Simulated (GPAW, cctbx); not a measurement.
## Bonding in Zr3NbN as X-rays see it

Aim: compute the bonding part of the density of Zr3NbN, find which reflections carry it, and see how it biases an ordinary refinement.

The start was made by putting kin elements into a known structure type; the compound need not exist, or be stable, in this form. All numbers below are calculated.

**1. Find the equilibrium geometry**

The density hangs on the geometry, so cell and atoms are relaxed first, with the symmetry held. The cutoff is set higher than for the density because stress converges slowly with plane waves.

Settings: GPAW 26.7.0, PBE, 900 eV, 4×4×4 k-points, Fermi–Dirac width 0.1 eV, BFGS to 0.03 eV/Å.

```text
cell
1.0
     4.657000000    0.000000000    0.000000000
     0.000000000    4.657000000    0.000000000
     0.000000000    0.000000000    4.657000000
Nb Zr N
1 3 1
Direct
0.000000000 0.000000000 0.000000000
0.500000000 0.500000000 0.000000000
0.500000000 0.000000000 0.500000000
0.000000000 0.500000000 0.500000000
0.500000000 0.500000000 0.500000000
```

```console
$ OMP_NUM_THREADS=1 mpirun -n 4 gpaw python run.py > gpaw.log
```

```text
BFGS:    0      -44.027125        1.640618
BFGS:    1      -44.135289        1.443826
BFGS:    2      -44.478073        0.048307
BFGS:    3      -44.478353        0.004207
cell  4.4936 4.4936 4.4936  90.00 90.00 90.00
volume 90.734 A^3, largest force 0.000 eV/A, largest stress 0.04 GPa
```

After 3 steps the volume has changed by -10.2 % and the energy by -0.451 eV; the largest stress left is 0.04 GPa. It took 49 s on 4 cores of Arm Neoverse V2 (shared host), peak memory 0.97 GiB.

Relaxed structure: Pm-3m (no. 221), a = 4.4936 Å, b = 4.4936 Å, c = 4.4936 Å, α = 90.00°, β = 90.00°, γ = 90.00°.

| atom | mult. | x | y | z |
| --- | --- | --- | --- | --- |
| Nb1 | 1 | 0 | 0 | 0 |
| Zr1 | 3 | 1/2 | 1/2 | 0 |
| N1 | 1 | 1/2 | 1/2 | 1/2 |

**2. Density and charge transfer**

X-rays see the whole electron density, so the PAW density is rebuilt with its core regions. Subtracting spherical free atoms from the same code cancels the cores and leaves the deformation density Δρ, the part due to bonding.

Settings: PBE, 550 eV, 5×5×5 k-points, Fermi–Dirac width 0.1 eV; primitive cell of 5 atoms.

```console
$ OMP_NUM_THREADS=1 mpirun -n 4 gpaw python run.py > gpaw.log
```

```text
|iter:   1|       0s |  -48.354839 | +0.25 |       |
|iter:   2|       1s |  -46.657093 | -0.96 | -1.08 |
|iter:   3|       1s |  -44.204967 | -0.38 | -1.13 |
...
|iter:   9|       4s |  -44.090663c| -5.60 | -3.83 |
|iter:  10|       4s |  -44.090654c| -6.85 | -4.35c|
|iter:  11|       4s |  -44.090656c| -7.55c| -4.85c|
```

```text
grid (50, 50, 50)  electrons 168.000  moved by bonding 1.315 e
deformation density beyond 0.5 A of the nuclei: max 0.134, min -0.221 e/A^3
atom        x       y       z   Voronoi charge  moment
Nb1    0.0000  0.0000  0.0000      0.088       0.00
Zr2    0.5000  0.5000  0.0000      0.136       0.00
Zr3    0.5000  0.0000  0.5000      0.136       0.00
Zr4    0.0000  0.5000  0.5000      0.136       0.00
N 5    0.5000  0.5000  0.5000     -0.497       0.00
mean inner potential of superposed free atoms 25.237 V
total magnetic moment 0.000 muB
```

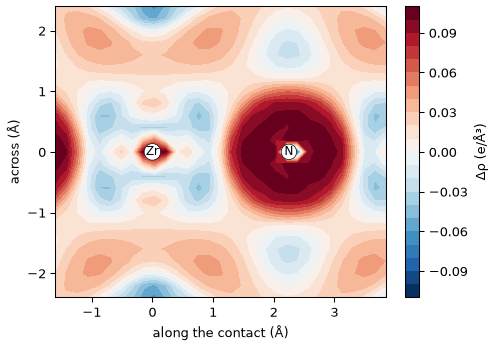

Deformation density in a plane through the shortest contact of the Zr atom at the origin; red gains electrons, blue loses them.

N gains most (-0.50 e) and Zr loses most (+0.14 e), as electronegativity suggests. Such charges fall far short of formal ones, since overlapping free atoms already put density on their neighbours. Along the shortest contact from the Zr atom at the map's origin, Zr–N at 2.25 Å, Δρ is +0.02 e/Å³ at the midpoint and highest, +0.13, 1.69 Å from Zr (points within 0.5 Å of a nucleus left out): little sits at the middle, as in a polar contact, whose build-up shifts to the more electronegative atom. At the midpoints of other shortest contacts it is +0.03 (Nb–Zr, 3.18 Å) and -0.02 (Zr–Zr, 3.18 Å) e/Å³. Point values carry grid noise of about 0.01 e/Å³. The run needed 11 iterations, 10 s.

**3. Structure factors**

The Fourier components of Δρ, added to those of the free atoms, give the static X-ray structure factors; the Mott–Bethe relation turns them into the Fourier components V of the potential that fast electrons feel.

```text
static structure factors of the conventional cell: F in electrons, V (Mott-Bethe) in volts
   h  k  l      d  |F| table  |F| free   |F| DFT   change   |V| free  |V| DFT  change %
   0  1  0  4.4936     4.758     4.794     5.116    0.321     1.230    0.902    -26.7
   0  1  1  3.1775     6.386     6.329     6.455    0.126     0.852    0.788     -7.5
   1  1  1  2.5944   123.086   123.030   122.223   -0.806    10.530   10.804      2.6
   0  2  0  2.2468   126.496   126.353   126.104   -0.250    10.620   10.684      0.6
   0  2  1  2.0096     3.092     3.083     3.390    0.307     0.595    0.532    -10.5
   1  2  1  1.8345     4.210     4.207     4.233    0.025     0.645    0.640     -0.7
   0  2  2  1.5887   109.778   109.838   110.064    0.226     7.416    7.387     -0.4
   1  2  2  1.4979     2.341     2.344     2.184   -0.160     0.414    0.432      4.4
   0  3  0  1.4979     2.341     2.344     2.288   -0.056     0.414    0.421      1.5
   0  3  1  1.4210     3.256     3.265     3.241   -0.024     0.483    0.485      0.5
   1  3  1  1.3549    96.208    96.371    96.504    0.133     5.344    5.332     -0.2
   2  2  2  1.2972    99.135    99.317    99.445    0.128     5.838    5.827     -0.2
   0  3  2  1.2463     1.922     1.915     1.866   -0.049     0.321    0.324      1.2
   1  3  2  1.2010     2.756     2.782     2.765   -0.017     0.380    0.381      0.3
```

The largest X-ray change is -0.81 e on 111, 0.7 % of |F|. For electrons V goes as (Z − F)/g², so a change of F counts against Z − F, which is small at low angle and wherever the atoms' terms cancel: |V| of 010 moves by -26.7 % (1.23 to 0.90 V) against +6.7 % in |F|. The tabulated Hartree–Fock atoms differ from the free DFT atoms by up to 0.18 e, so the choice of reference atom matters too.

**4. The functional ladder**

The same geometry is run with other functionals, to see whether the bonding signal is larger than the spread between approximations. Free atoms are LDA for LDA and PBE otherwise; meta-GGAs and hybrids keep PBE cores. Any other changed setting is in the row's label.

| run | ΔF 111 (e) | ΔF 010 (e) | ΔF 021 (e) | q(N) (e) | moved (e) | time |
| --- | --- | --- | --- | --- | --- | --- |
| PBE | -0.806 | +0.321 | +0.307 | -0.497 | 1.315 | 10 s |
| LDA | -0.776 | +0.323 | +0.300 | -0.489 | 1.250 | 9.7 s |
| SCAN | -0.862 | +0.296 | +0.362 | -0.529 | 1.471 | 53 s |

At the base's settings ΔF(111) spans -0.862 to -0.776 e, a spread of 11 % of the PBE value; over the three listed reflections the spread is at most 20 %, so sign and size hold across the functionals. Times are from shared hosts.

**5. Refining ordinary atoms against data with bonding**

Routine crystallography fits spherical atoms. To see the bias, intensities are simulated from tabulated atoms plus the DFT change ΔF, so that bonding alone can misfit (6030 reflections of the full sphere, merged to the counts below, to 0.4 Å, 1 % proportional noise plus counting noise, assumed isotropic U as listed, Δρ smeared by the mean U) and refined with cctbx over different ranges.

| range | data | R1 | GooF | U Nb1 (true 0.0038) | U Zr1 (true 0.0039) | U N1 (true 0.0065) | largest shift (Å) | Δρ max, min (e/Å³) |
| --- | --- | --- | --- | --- | --- | --- | --- | --- |
| all data | 193 | 0.0036 | 1.12 | 0.0038 | 0.0039 | 0.0065 | 0.0000 | 0.41, -0.32 |
| low resolution, d > 0.84 | 30 | 0.0039 | 1.85 | 0.0039 | 0.0039 | 0.0067 | 0.0000 | 0.21, -0.17 |
| high order, d < 0.75 | 154 | 0.0035 | 0.94 | 0.0038 | 0.0039 | 0.0065 | 0.0000 | 0.26, -0.31 |
| occupancies free, d > 0.7 | 48 | 0.0034 | 1.47 | 0.0038 | 0.0039 | 0.0081 | 0.0000 | 0.13, -0.20 |

With all data GooF is 1.12, diluted by the many high-angle data; the misfit shows at low resolution; the top residual peak lies 0.00 Å from N and 2.25 Å from Zr, on the atom. No U is off by more than 3 s.u. at low resolution. Symmetry fixes every coordinate, so the shifts are zero by construction. With Nb1 held at 1 and the scale free, the other occupancies refine to Zr1 1.002(0.001) and N1 1.034(0.011), on sites that are all full: they absorb part of the misfit, and only ratios to the fixed site mean anything.

**6. Answer**

Bonding moves 1.31 e in the primitive cell of Zr3NbN and changes the structure factors of the conventional cell in the table above by at most 0.81 e (111, 0.7 %), and among reflections above 2 % of the strongest by up to 10.0 % (021). The shortest bond, Zr–N, has Δρ = +0.02 e/Å³ at its midpoint, low for a shared bond; with the charge transfer this is a polar contact. At the base's settings ΔF(111) spans -0.862 to -0.776 e, a spread of 11 % of the PBE value; over the three listed reflections the spread is at most 20 %, so sign and size hold across the functionals. With all data GooF is 1.12, diluted by the many high-angle data. Limits: static density, frozen cores, no spin–orbit coupling.

[Outputs are excerpts: Python notices, other lines and further rows are left out; steps that failed or that the build refused (PBEsol, TPSS) are not shown.]

[Logs are printed without paths, hosts, clocks, repeated set-up lines and the standing remarks that a program may print on its own settings, such as how far it seeks lower states.]
